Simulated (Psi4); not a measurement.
Run report: CH8BNOS, interaction calculation (part 2 of 2)

CH8BNOS, SMILES C=NO.[BH3-][SH2+]; SAPT0/def2-SVPD, RHF (Psi4 1.11). 

Geometry of the input (Å):
```
C  -0.6470  0.2871  -0.5381
N  -0.0495  -0.5534  0.1789
O  1.1201  -0.1155  0.7842
H  -1.5552  -0.0435  -1.0104
H  -0.3048  1.3051  -0.7023
H  1.4363  -0.8798  1.2877
B  3.3904  -0.9806  -3.0402
S  1.4684  -0.5676  -2.8501
H  3.3277  -2.1050  -3.4758
H  3.8846  -0.8597  -1.9506
H  3.7082  -0.1578  -3.8648
H  1.0917  -1.2900  -1.7786
H  1.4566  0.5829  -2.1515
```

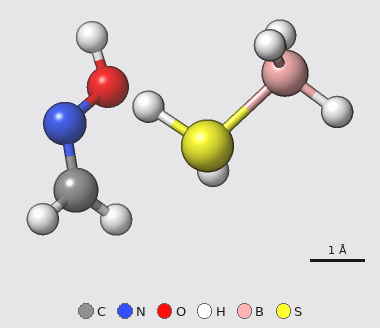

The input geometry (ball-and-stick view, seen at a tilt).

**What the program printed, continued**
```
    Nuclear Repulsion Energy =             70.8741479401189309
    One-Electron Energy =                -370.4165977207209153
    Two-Electron Energy =                 130.8173939258083749
    Total Energy =                       -168.7250558547936237

Computation Completed

Properties will be evaluated at   0.000000,   0.000000,   0.000000 [a0]

Properties computed using the SCF density matrix

 Multipole Moments:

 ------------------------------------------------------------------------------------
     Multipole            Electronic (a.u.)      Nuclear  (a.u.)        Total (a.u.)
 ------------------------------------------------------------------------------------

 L = 1.  Multiply by 2.5417464519 to convert [e a0] to [Debye]
 Dipole X            :         -8.3060356            8.1427354           -0.1633002
 Dipole Y            :          5.1920693           -5.0902797            0.1017896
 Dipole Z            :         -7.4586699            7.3173975           -0.1412724
 Magnitude           :                                                    0.2387174

 ------------------------------------------------------------------------------------

	total time  =          1 seconds =       0.02 minutes

  //>>>>>>>>>>>>>>>>>>>>>>>>>>>>>>>>>>>//
  //            Monomer B HF           //
  //<<<<<<<<<<<<<<<<<<<<<<<<<<<<<<<<<<<//

  ==> Geometry <==

    Molecular point group: c1
    Full point group: C1

    Geometry (in Angstrom), charge = 0, multiplicity = 1:

       Center              X                  Y                   Z               Mass
    ------------   -----------------  -----------------  -----------------  -----------------
      Gh(C)          -0.646970000000     0.287100000000    -0.538110000000    12.000000000000
      Gh(N)          -0.049470000000    -0.553420000000     0.178870000000    14.003074004430
      Gh(O)           1.120090000000    -0.115520000000     0.784220000000    15.994914619570
      Gh(H)          -1.555160000000    -0.043500000000    -1.010430000000     1.007825032230
      Gh(H)          -0.304790000000     1.305140000000    -0.702260000000     1.007825032230
      Gh(H)           1.436290000000    -0.879800000000     1.287700000000     1.007825032230
         B            3.390410000000    -0.980590000000    -3.040230000000    11.009305360000
         S            1.468440000000    -0.567620000000    -2.850120000000    31.972071174400
         H            3.327670000000    -2.104980000000    -3.475820000000     1.007825032230
         H            3.884620000000    -0.859730000000    -1.950610000000     1.007825032230
         H            3.708240000000    -0.157770000000    -3.864790000000     1.007825032230
         H            1.091710000000    -1.289980000000    -1.778590000000     1.007825032230
         H            1.456560000000     0.582910000000    -2.151540000000     1.007825032230

  Running in c1 symmetry.

  Rotational constants: A =      0.20778  B =      0.02586  C =      0.02369 [cm^-1]
  Rotational constants: A =   6229.02572  B =    775.16666  C =    710.34714 [MHz]
  Nuclear repulsion =   54.745154606488136

  Charge       = 0
  Multiplicity = 1
  Electrons    = 26
  Nalpha       = 13
  Nbeta        = 13

  ==> Iterations <==

                           Total Energy        Delta E     RMS |[F,P]|

   @DF-RHF iter SAD:  -424.55434935673378   -4.24554e+02   0.00000e+00
   @DF-RHF iter   1:  -424.87087638610973   -3.16527e-01   1.62738e-03 ADIIS/DIIS
   @DF-RHF iter   2:  -424.93823248452577   -6.73561e-02   5.64749e-04 ADIIS/DIIS
   @DF-RHF iter   3:  -424.94586472681090   -7.63224e-03   1.48885e-04 ADIIS/DIIS
   @DF-RHF iter   4:  -424.94687759858925   -1.01287e-03   3.26363e-05 DIIS
   @DF-RHF iter   5:  -424.94692994862726   -5.23500e-05   6.85914e-06 DIIS
   @DF-RHF iter   6:  -424.94693206637203   -2.11774e-06   1.36912e-06 DIIS
   @DF-RHF iter   7:  -424.94693214977536   -8.34033e-08   2.96334e-07 DIIS
   @DF-RHF iter   8:  -424.94693215367141   -3.89605e-09   7.50554e-08 DIIS
   @DF-RHF iter   9:  -424.94693215396660   -2.95188e-10   2.18500e-08 DIIS
   @DF-RHF iter  10:  -424.94693215399474   -2.81375e-11   5.66087e-09 DIIS
  Energy and wave function converged.

  ==> Post-Iterations <==

    Orbital Energies [Eh]
    ---------------------

    Doubly Occupied:

       1A    -92.008259     2A     -9.038227     3A     -7.556597
       4A     -6.725993     5A     -6.725266     6A     -6.723478
       7A     -1.053003     8A     -0.700858     9A     -0.644820
      10A     -0.555000    11A     -0.457067    12A     -0.441348
      13A     -0.428601

    Virtual:

      14A      0.036679    15A      0.075173    16A      0.081437
      17A      0.082938    18A      0.105552    19A      0.110787
      20A      0.119186    21A      0.131624    22A      0.153574
      23A      0.161036    24A      0.167442    25A      0.177548
      26A      0.200234    27A      0.217913    28A      0.220073
      29A      0.234023    30A      0.236340    31A      0.238646
      32A      0.257873    33A      0.273893    34A      0.287517
      35A      0.296232    36A      0.306411    37A      0.307296
      38A      0.311955    39A      0.331820    40A      0.335163
      41A      0.354588    42A      0.359354    43A      0.364766
      44A      0.374503    45A      0.384108    46A      0.391506
      47A      0.401721    48A      0.408730    49A      0.415419
      50A      0.431927    51A      0.435793    52A      0.445121
      53A      0.448314    54A      0.452498    55A      0.462183
      56A      0.471462    57A      0.479635    58A      0.496620
      59A      0.500710    60A      0.506535    61A      0.520837
      62A      0.525883    63A      0.544620    64A      0.560763
      65A      0.565567    66A      0.582306    67A      0.591545
      68A      0.604868    69A      0.623830    70A      0.635650
      71A      0.652678    72A      0.666343    73A      0.684428
      74A      0.702116    75A      0.707882    76A      0.718528
      77A      0.752699    78A      0.762361    79A      0.787997
      80A      0.803332    81A      0.816433    82A      0.827907
      83A      0.837823    84A      0.848667    85A      0.868727
      86A      0.894580    87A      0.905353    88A      0.919164
      89A      0.942556    90A      0.948305    91A      0.998663
      92A      1.001504    93A      1.020313    94A      1.044554
      95A      1.064039    96A      1.077784    97A      1.084039
      98A      1.124709    99A      1.133830   100A      1.149997
     101A      1.226717   102A      1.229573   103A      1.248466
     104A      1.264404   105A      1.272010   106A      1.282783
     107A      1.302309   108A      1.362059   109A      1.430600
     110A      1.437722   111A      1.516540   112A      1.575007
     113A      1.597705   114A      1.606620   115A      1.646778
     116A      1.811286   117A      1.833857   118A      1.858881
     119A      1.928860   120A      1.933165   121A      1.973321
     122A      2.050778   123A      2.088916   124A      2.127443
     125A      2.159826   126A      2.200442   127A      2.238896
     128A      2.249775   129A      2.267787   130A      2.296820
     131A      2.368943   132A      2.398808   133A      2.424254
     134A      2.499152   135A      2.534803   136A      2.545270
     137A      2.549500   138A      2.583308   139A      2.597312
     140A      2.658123   141A      2.716183   142A      2.818206
     143A      2.848257   144A      2.919606   145A      2.990824
     146A      2.999239   147A      3.021185   148A      3.247571
     149A      3.267449   150A      3.305972   151A      3.327075
     152A      3.417431   153A      3.496620   154A      3.724911
     155A      3.782114   156A      4.176406   157A      4.177561
     158A      4.324785   159A      4.586381   160A      4.625849
     161A      4.693317   162A      4.736960   163A      4.872550
     164A      4.995689   165A      5.257820   166A      5.379135
     167A      5.685128   168A      5.846700   169A      6.237503
     170A      6.315147   171A      6.931959   172A     20.032345
     173A     26.749429   174A     35.186419

    Final Occupation by Irrep:
              A
    DOCC [    13 ]
    NA   [    13 ]
    NB   [    13 ]

  @DF-RHF Final Energy:  -424.94693215399474

   => Energetics <=

    Nuclear Repulsion Energy =             54.7451546064881356
    One-Electron Energy =                -693.2671355510066178
    Two-Electron Energy =                 213.5750487905238515
    Total Energy =                       -424.9469321539946804

Computation Completed

Properties will be evaluated at   0.000000,   0.000000,   0.000000 [a0]

Properties computed using the SCF density matrix

 Multipole Moments:

 ------------------------------------------------------------------------------------
     Multipole            Electronic (a.u.)      Nuclear  (a.u.)        Total (a.u.)
 ------------------------------------------------------------------------------------

 L = 1.  Multiply by 2.5417464519 to convert [e a0] to [Debye]
 Dipole X            :       -103.2638393          101.8862659           -1.3775734
 Dipole Y            :         34.0647429          -33.6643749            0.4003680
 Dipole Z            :        140.5462180         -139.8858804            0.6603376
 Magnitude           :                                                    1.5792558

 ------------------------------------------------------------------------------------

	total time  =          2 seconds =       0.03 minutes
  Constructing Basis Sets for SAPT...

   => Loading Basis Set <=

    Name: (DEF2-SVPD AUX)
    Role: RIFIT
    Keyword: DF_BASIS_SAPT

   => Loading Basis Set <=

    Name: (DEF2-SVPD AUX)
    Role: JKFIT
    Keyword: DF_BASIS_ELST

  //>>>>>>>>>>>>>>>>>>>>>>>>>>>>>>>>>>>//
  //               SAPT0               //
  //<<<<<<<<<<<<<<<<<<<<<<<<<<<<<<<<<<<//

        SAPT0
     6 June 2009

      Orbital Information
  --------------------------
    NSO        =       174
    NMO        =       174
    NRI        =       518
    NRI (Elst) =       576
    NOCC A     =        12
    NOCC B     =        13
    FOCC A     =         3
    FOCC B     =         6
    NVIR A     =       162
    NVIR B     =       161

    Elst10,r            =    -0.007617062326 [Eh]
    Exch10              =     0.016193128547 [Eh]
    Exch10 (S^2)        =     0.016019048952 [Eh]

    Maxiter = 50
    CPHF R converge = 1.000000E-08

    Iter     Energy [mEh]          dE [mEh]         Residual      Time [s]
       1      -4.01805974       4.018059736     1.065918e-02             0
       2      -5.03287841       1.014818675     3.426887e-03             0
       3      -5.10995044       0.077072028     8.359505e-04             0
       4      -5.08794461      -0.022005827     4.061351e-04             0
       5      -5.08163901      -0.006305599     1.091249e-04             0
       6      -5.08451971       0.002880699     4.096905e-05             0
       7      -5.08463906       0.000119349     1.346495e-05             0
       8      -5.08436708      -0.000271983     4.276111e-06             0
       9      -5.08441168       0.000044607     1.750909e-06             0
      10      -5.08441835       0.000006664     7.094826e-07             0
      11      -5.08441525      -0.000003096     2.243661e-07             0
      12      -5.08441406      -0.000001187     6.430698e-08             0
      13      -5.08441463       0.000000563     1.467872e-08             1
      14      -5.08441458      -0.000000043     4.110838e-09             1

    CHF Iterations converged

    Maxiter = 50
    CPHF R converge = 1.000000E-08

    Iter     Energy [mEh]          dE [mEh]         Residual      Time [s]
       1      -2.24587813       2.245878134     6.249352e-03             0
       2      -2.69836207       0.452483936     1.200747e-03             0
       3      -2.71195404       0.013591973     3.044220e-04             0
       4      -2.70401508      -0.007938967     7.760502e-05             0
       5      -2.70460366       0.000588585     2.077009e-05             0
       6      -2.70491344       0.000309779     5.491899e-06             0
       7      -2.70483904      -0.000074396     1.256789e-06             0
       8      -2.70484165       0.000002608     3.503057e-07             0
       9      -2.70484456       0.000002903     9.380736e-08             0
      10      -2.70484388      -0.000000673     2.160855e-08             0
      11      -2.70484392       0.000000036     6.242538e-09             0

    CHF Iterations converged

    Ind20,r (A<-B)      =    -0.005084414585 [Eh]
    Ind20,r (B<-A)      =    -0.002704843918 [Eh]
    Ind20,r             =    -0.007789258503 [Eh]
    Exch-Ind20,r (A<-B) =     0.004052694883 [Eh]
    Exch-Ind20,r (B<-A) =     0.002441654040 [Eh]
    Exch-Ind20,r        =     0.006494348923 [Eh]
    Disp20              =    -0.008347941232 [Eh]
    Disp20 (SS)         =    -0.004173970616 [Eh]
    Disp20 (OS)         =    -0.004173970616 [Eh]
    Exch-Disp20         =     0.001267925646 [Eh]
    Exch-Disp20 (SS)    =     0.000782557604 [Eh]
    Exch-Disp20 (OS)    =     0.000485368042 [Eh]

    SAPT Results
  --------------------------------------------------------------------------------------------------------
    Electrostatics                 -7.61706233 [mEh]      -4.77977877 [kcal/mol]     -19.99859438 [kJ/mol]
      Elst10,r                     -7.61706233 [mEh]      -4.77977877 [kcal/mol]     -19.99859438 [kJ/mol]

    Exchange                       16.19312855 [mEh]      10.16134157 [kcal/mol]      42.51505314 [kJ/mol]
      Exch10                       16.19312855 [mEh]      10.16134157 [kcal/mol]      42.51505314 [kJ/mol]
      Exch10(S^2)                  16.01904895 [mEh]      10.05210498 [kcal/mol]      42.05800723 [kJ/mol]

    Induction                      -2.52878510 [mEh]      -1.58683661 [kcal/mol]      -6.63932436 [kJ/mol]
      Ind20,r                      -7.78925850 [mEh]      -4.88783350 [kcal/mol]     -20.45069538 [kJ/mol]
      Exch-Ind20,r                  6.49434892 [mEh]       4.07526548 [kcal/mol]      17.05091075 [kJ/mol]
      delta HF,r (2)               -1.23387552 [mEh]      -0.77426858 [kcal/mol]      -3.23953972 [kJ/mol]

    Dispersion                     -7.08001559 [mEh]      -4.44277685 [kcal/mol]     -18.58857836 [kJ/mol]
      Disp20                       -8.34794123 [mEh]      -5.23841221 [kcal/mol]     -21.91751668 [kJ/mol]
      Exch-Disp20                   1.26792565 [mEh]       0.79563535 [kcal/mol]       3.32893832 [kJ/mol]
      Disp20 (SS)                  -4.17397062 [mEh]      -2.61920610 [kcal/mol]     -10.95875834 [kJ/mol]
      Disp20 (OS)                  -4.17397062 [mEh]      -2.61920610 [kcal/mol]     -10.95875834 [kJ/mol]
      Exch-Disp20 (SS)              0.78255760 [mEh]       0.49106231 [kcal/mol]       2.05460471 [kJ/mol]
      Exch-Disp20 (OS)              0.48536804 [mEh]       0.30457304 [kcal/mol]       1.27433362 [kJ/mol]

  Total HF                          6.04728113 [mEh]       3.79472620 [kcal/mol]      15.87713441 [kJ/mol]
  Total SAPT0                      -1.03273446 [mEh]      -0.64805066 [kcal/mol]      -2.71144395 [kJ/mol]

  Special recipe for scaled SAPT0 (see Manual):
    Electrostatics sSAPT0          -7.61706233 [mEh]      -4.77977877 [kcal/mol]     -19.99859438 [kJ/mol]
    Exchange sSAPT0                16.19312855 [mEh]      10.16134157 [kcal/mol]      42.51505314 [kJ/mol]
    Induction sSAPT0               -2.31475297 [mEh]      -1.45252942 [kcal/mol]      -6.07738309 [kJ/mol]
    Dispersion sSAPT0              -7.03822898 [mEh]      -4.41655536 [kcal/mol]     -18.47886763 [kJ/mol]
  Total sSAPT0                     -0.77691573 [mEh]      -0.48752198 [kcal/mol]      -2.03979196 [kJ/mol]
  --------------------------------------------------------------------------------------------------------

	total time  =          4 seconds =       0.07 minutes

Warning! sapt0 does not have an associated derived wavefunction. The returned wavefunction is the dimer SCF wavefunction.

[set-up sections that repeat, and orbital energies of the middle runs, are left out above]
```

**Summary**

- outcome: converged
- SCF energy: −593.665941 hartree
- basis functions: 174
- wall time: 11 s
- peak memory: 0.4 GiB
